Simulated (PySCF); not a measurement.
# NMR shielding calculation of C2H8O2Si

The run: NMR shielding calculation of C2H8O2Si, SMILES CC[SiH](O)O. Method and program: GIAO PBE0/cc-pVTZ NMR shielding, non-relativistic, gas phase (PySCF 2.14.0).

The geometry comes from this level: PBE0-D3(BJ)/def2-SVP. Figures and captions count atoms from 1; the log counts them from 0 in places.

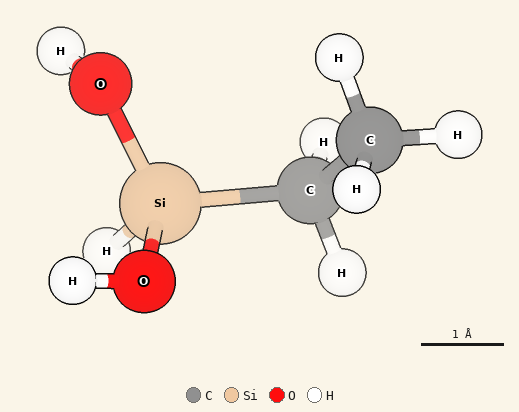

**Figure 1.** The structure (ball-and-stick view, seen at a tilt). Bond lengths as drawn: C–C 1.53 Å, C–H 1.10 Å, C–Si 1.86 Å, H–O 0.96 Å, H–Si 1.50 Å and O–Si 1.66 to 1.67 Å.

### Input
```
{"job": {"kind": "nmr", "xc": "PBE0", "basis": "cc-pVTZ", "pop": true}, "charge": 0, "multiplicity": 1}
C      1.611762    -0.601281    -0.139523
C      0.737178     0.618837    -0.416242
Si    -1.055486     0.364433     0.018109
O     -1.275569    -0.039021     1.623027
O     -1.570890    -0.923489    -0.894990
H      2.662559    -0.425268    -0.417705
H      1.255072    -1.475360    -0.705173
H      1.588038    -0.872032     0.927548
H      1.098258     1.500503     0.142975
H      0.781676     0.902184    -1.482982
H     -1.857654     1.601638    -0.256300
H     -1.597526     0.655046     2.203164
H     -2.398702    -1.329476    -0.622391
```

The first line tells a small driver script what to run in PySCF; the rest is the geometry in Å.

Launched with:
```bash
OMP_NUM_THREADS=1 python <driver script> task.json out
```

### The program's output
```
coarse grid: 10928 points
cycle   1  E = -520.6152434942  dE =  3.898e-01  |g| = 1.015e+00  |ddm| = 6.750e+00
cycle   2  E = -520.3532711273  dE =  2.620e-01  |g| = 1.564e+00  |ddm| = 3.039e+00
cycle   3  E = -520.7998762526  dE = -4.466e-01  |g| = 8.885e-02  |ddm| = 1.898e+00
cycle   4  E = -520.8011062481  dE = -1.230e-03  |g| = 4.907e-02  |ddm| = 2.002e-01
cycle   5  E = -520.8016822744  dE = -5.760e-04  |g| = 7.073e-03  |ddm| = 8.373e-02
cycle   6  E = -520.8016943058  dE = -1.203e-05  |g| = 1.548e-03  |ddm| = 1.186e-02
cycle   7  E = -520.8016945768  dE = -2.710e-07  |g| = 9.577e-04  |ddm| = 2.816e-03
final grid: 99736 points
cycle   8  E = -520.7926969171  dE = -6.078e-05  |g| = 8.212e-03  |ddm| = 9.584e-02
cycle   9  E = -520.7926853805  dE =  1.154e-05  |g| = 1.113e-02  |ddm| = 2.673e-02
cycle  10  E = -520.7927105916  dE = -2.521e-05  |g| = 8.402e-04  |ddm| = 1.500e-02
cycle  11  E = -520.7927106949  dE = -1.033e-07  |g| = 3.125e-04  |ddm| = 1.405e-03
cycle  12  E = -520.7927107166  dE = -2.173e-08  |g| = 4.161e-05  |ddm| = 4.786e-04
cycle  13  E = -520.7927107170  dE = -3.380e-10  |g| = 1.470e-05  |ddm| = 6.367e-05
```

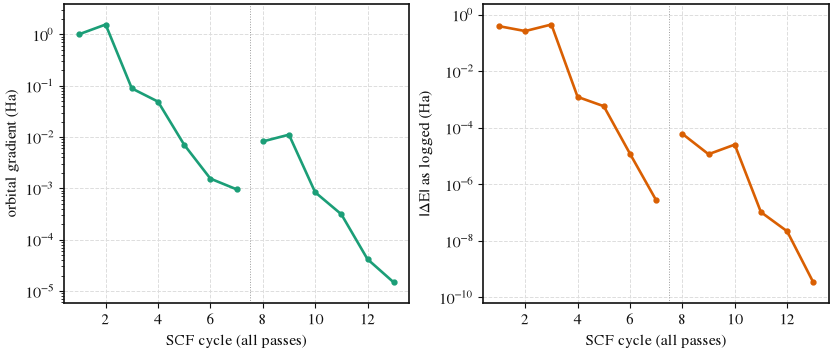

**Figure 2.** Convergence of the self-consistent field: orbital gradient and size of the energy change against the SCF cycle. The dotted line marks the change from a coarse to the final integration grid. The first 7 cycles use a coarse grid, the final grid takes over at cycle 8, and the field converges after 13 cycles in all.

```
converged SCF energy = -520.7927107170

GIAO shielding tensors (ppm)
atom      isotropic    diamagn.    paramagn.     s11        s22        s33       span
  0 C      181.601     242.045     -60.444    177.141    178.146    189.516     12.375
  1 C      175.437     242.462     -67.025    166.527    175.983    183.801     17.274
  2 Si     364.393     886.384    -521.991    321.620    371.022    400.536     78.916
  3 O      285.077     376.216     -91.139    237.586    288.944    328.700     91.114
  4 O      283.602     375.925     -92.323    239.158    298.172    313.474     74.317
  5 H       30.258      28.858       1.400     25.425     27.736     37.614     12.189
  6 H       30.070      29.752       0.318     25.134     29.360     35.717     10.582
  7 H       30.173      29.909       0.264     25.505     29.120     35.893     10.389
  8 H       30.842      30.050       0.793     27.121     28.765     36.641      9.521
  9 H       30.511      29.733       0.778     26.994     28.348     36.192      9.199
 10 H       25.943      29.590      -3.647     22.933     23.408     31.488      8.555
 11 H       30.167      30.674      -0.507     22.617     24.254     43.630     21.014
 12 H       30.130      29.615       0.515     22.309     25.150     42.931     20.622
```

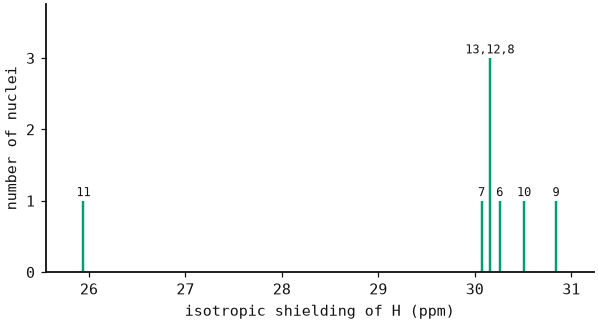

**Figure 3.** Isotropic shieldings of the hydrogen nuclei in this fixed geometry, labelled by atom number; shielding grows to the right, so chemical shift grows to the left. The least shielded is H11 (25.9 ppm), the most shielded H9 (30.8 ppm).

### Results in brief

| quantity | value |
| --- | --- |
| outcome | converged |
| total energy | −520.792711 hartree |
| HOMO | −7.96 eV |
| LUMO | 0.81 eV |
| dipole moment | 1.55 D |
| isotropic shielding, C | 175.4 to 181.6 ppm |
| isotropic shielding, Si | 364.4 ppm |
| isotropic shielding, O | 283.6 to 285.1 ppm |
| isotropic shielding, H | 25.9 to 30.8 ppm |
| hardware | 1 CPU thread, shared host |
| wall time | 40 s |
| peak memory | 0.93 GiB |
